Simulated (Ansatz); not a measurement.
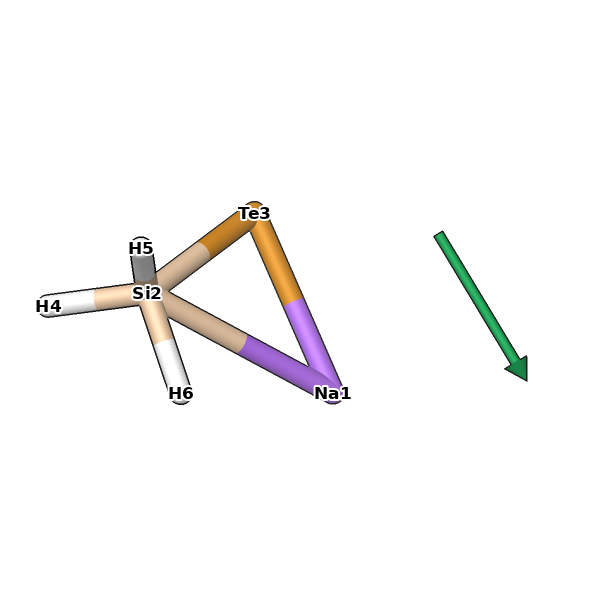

The arrow beside the molecule shows the direction of the dipole moment, from the negative to the positive end (its length means nothing). Computed geometry: PBE-D4/def2-SVP optimisation. No frequency run is at hand to confirm it as a minimum. Level of theory: RKS PBE-D4/def2-SVP, core potentials on Te (Ansatz 0.2.0).

> How large is the dipole moment?

7.55 D; it points from the side of H4, H5 to the side of Na1 (the outermost atoms at the two ends).
